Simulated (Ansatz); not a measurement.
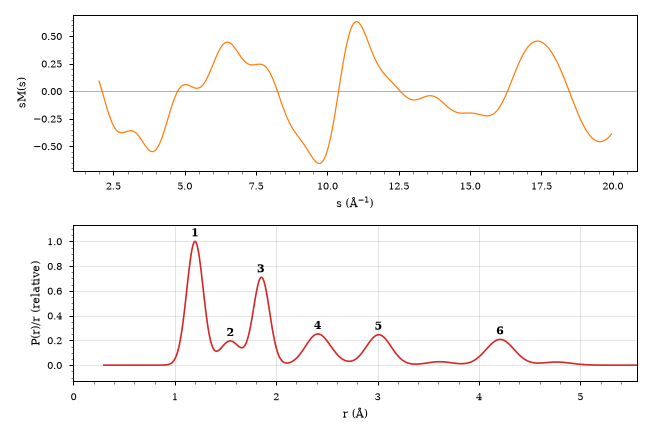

Simulated gas electron diffraction: reduced molecular intensity sM(s) from the Debye equation in the first Born approximation (top) and the radial distribution curve (bottom) of CH₂NOSi (charge -1, ignored in the scattering factors). Each pair of atoms contributes with weight ZᵢZⱼ/r; damping constant 0.002 Å²; vibrational amplitudes assumed, not computed: 0.05 Å for bonds, 0.078 Å for bonds to H, 0.06 + 0.015 r up to 0.15 Å for other pairs. The geometry is the end point of an optimisation (Ansatz, RKS B3LYP-D4/6-31G*); it may be a saddle point or a higher isomer.

Q: Read the positions of the numbered peaks and name the main pairs (– for bonds).

A: Peak 1, 1.20 Å: N–C 1.19 Å, O–C 1.21 Å
Peak 2, 1.55 Å: Si–H 1.55 Å (×2)
Peak 3, 1.85 Å: Si–N 1.85 Å
Peak 4, 2.41 Å: O···N 2.40 Å, N···H 2.52 Å (×2), not resolved
Peak 5, 3.01 Å: Si···C 3.01 Å
Peak 6, 4.21 Å: Si···O 4.21 Å
